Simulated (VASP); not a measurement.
Band structure of CsAu (space group Pm-3m). Level of theory: PBEsol GGA, VASP's PBE PAW potentials (set 64) (plane waves; VASP).

Unless said otherwise, spin-orbit coupling is left out, though it shifts the bands of the heavy elements here.

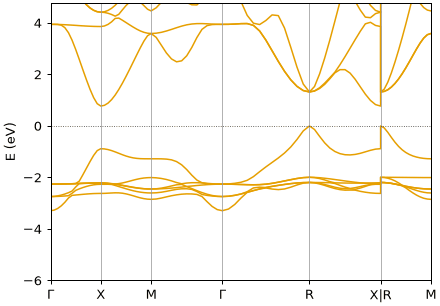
*Bands along high-symmetry lines, zero at the valence-band maximum or, without a gap, the Fermi level*

Question: Read the plot: is there a gap, and where are the band edges?

Answer: The gap is indirect, 0.77 eV, from the valence maximum at R to the conduction minimum at X. (Edges off the drawn lines would not show.)

The structure comes from a computed database's CsAu entry (Pm-3m); how it stands against other phases isn't given here. It was relaxed first, which changed the volume by -8 %.
